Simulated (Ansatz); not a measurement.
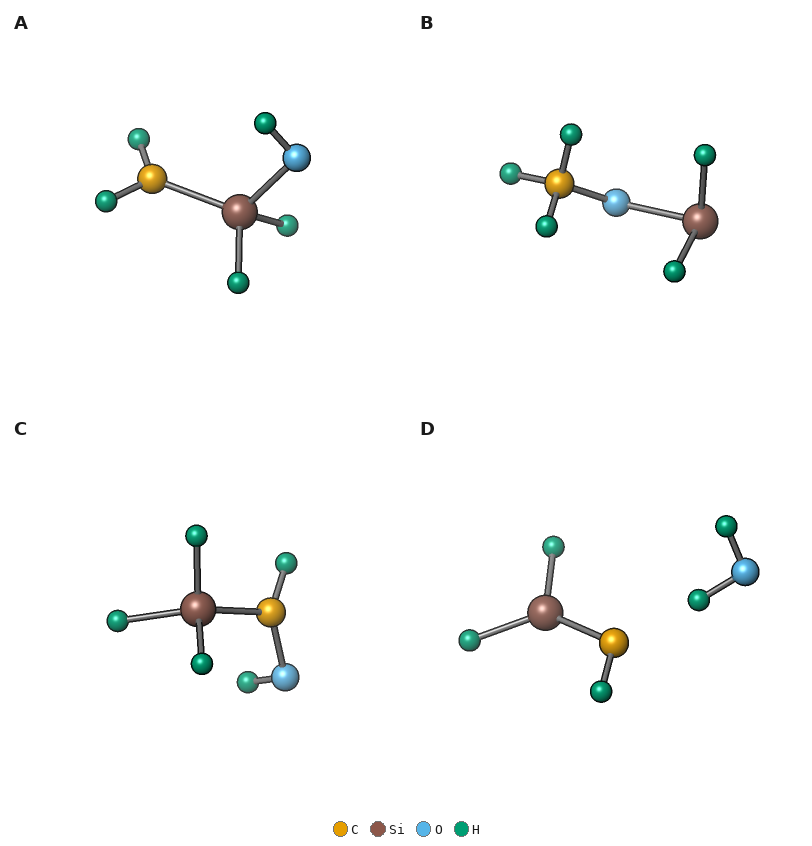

4 stationary structures of one formula. Charge −1, singlet. Geometries: PBE0-D4/def2-TZVPD. Electronic energies: RHF-CCSD(T) (frozen core)/def2-TZVPPD (Ansatz 0.2.0), without zero-point energy. No frequency run is at hand to confirm each as a minimum. Each is one conformer, not always the lowest.

Rank them by energy, lowest first.

Answer. A is lowest (C1); B lies 62.0 kJ/mol above it (Cs), C lies 245.5 kJ/mol above it (C1), D lies 258.0 kJ/mol above it (C1).
